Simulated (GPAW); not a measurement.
Consider Al2O3 (Corundum, R-3c).

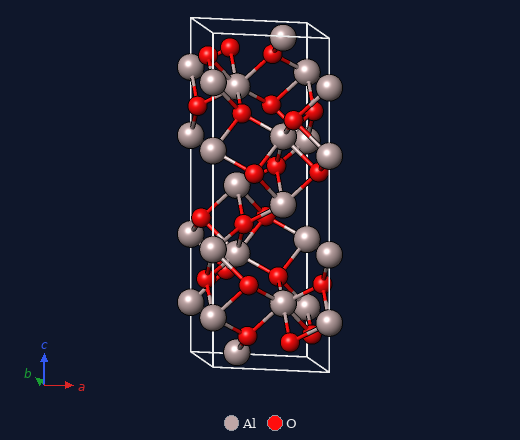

The structure (aluminium light grey, oxygen red). Some periodic images of atoms are drawn too.

```cif
data_structure
_symmetry_space_group_name_H-M 'P 1'
_symmetry_Int_Tables_number 1
_cell_length_a 5.1302
_cell_length_b 5.1302
_cell_length_c 5.1302
_cell_angle_alpha 55.287
_cell_angle_beta 55.287
_cell_angle_gamma 55.287
_cell_volume 85.02
loop_
_atom_site_label
_atom_site_type_symbol
_atom_site_fract_x
_atom_site_fract_y
_atom_site_fract_z
_atom_site_occupancy
Al1 Al 0.85216 0.85216 0.85216 1
Al2 Al 0.64784 0.64784 0.64784 1
Al3 Al 0.14784 0.14784 0.14784 1
Al4 Al 0.35216 0.35216 0.35216 1
O5 O 0.05668 0.75000 0.44332 1
O6 O 0.75000 0.44332 0.05668 1
O7 O 0.44332 0.05668 0.75000 1
O8 O 0.94332 0.25000 0.55668 1
O9 O 0.25000 0.55668 0.94332 1
O10 O 0.55668 0.94332 0.25000 1
```

Absorber: atom 5, with 2 Al at 1.85 Å and 2 Al at 1.97 Å (4-fold, site symmetry 2). Method: GPAW, revPBE, full core hole (charged cell), 10-atom cell with 4.8 Å between holes, 7×7×7 k points, dipole transitions, Gaussian full width 0.9 eV up to 4 eV, rising linearly to 3.5 eV at 25 eV.

What does the O K edge look like?

Main maxima up to 24 eV above the zero (height): 4.2 eV (2.90), 7.3 eV (2.76) and 23.2 eV (0.93). A K edge sees empty p states on the absorber. The total-energy difference plus the lowest empty eigenvalue puts the zero at 542.18 eV. One term is added: -8.91 eV, since the hole is spin-paired here and a spin-polarised one costs that much less in the free atom (computed apart). The photon energy is then 533.27 eV. The functional and the charged cell's background leave an error of a few eV in such absolute values.

The O K spectrum (energy from the lowest empty level; intensity scaled to a mean of 1 over the first 20 eV; polarised curves are means over the symmetry-equivalent atoms):

```tsv
E (eV)	isotropic	ε ⊥ c	ε ∥ c
-2.0	0.00	0.00	0.00
-0.5	0.00	0.00	0.00
1.0	0.07	0.08	0.06
2.5	0.38	0.39	0.36
4.0	2.86	2.83	2.93
5.5	2.01	2.25	1.55
7.0	2.68	2.49	3.05
8.5	1.73	1.58	2.02
10.0	0.77	0.71	0.90
11.5	0.40	0.44	0.32
13.0	0.38	0.48	0.17
14.5	0.45	0.58	0.21
16.0	0.49	0.53	0.42
17.5	0.51	0.47	0.61
19.0	0.53	0.49	0.61
20.5	0.58	0.59	0.55
22.0	0.82	0.86	0.73
23.5	0.92	0.97	0.82
25.0	0.74	0.78	0.66
26.5	0.56	0.62	0.46
```

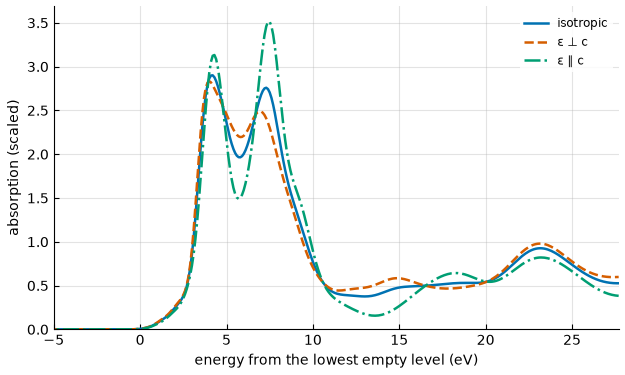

The O K edge.

The holes are only 4.8 Å apart, so the shape is probably not converged with cell size; no larger cell was run here. The mesh is coarse (0.26 Å⁻¹ between points), so small maxima may be mesh ripples. The structure is a published determination, not relaxed.

[Banner, clock and machine lines of the logs are left out without a mark of their own.]

[Logs are printed without paths, hosts, clocks, repeated set-up lines and the standing remarks that a program may print on its own settings, such as how far it seeks lower states.]

[Hosts, paths, dates, database ids (printed as entryN), source tags and the programs' standing remarks are cut or masked in the printed files.]

[Lists of maxima count a maximum above −3 eV only where it reaches 4 % of the highest in the window and stands out from its surroundings by 2 % of it (1.5 % where it reaches 55 %); shoulders and weaker maxima are passed over, and of the rest the first, up to two pre-edge ones and the few strongest are named.]
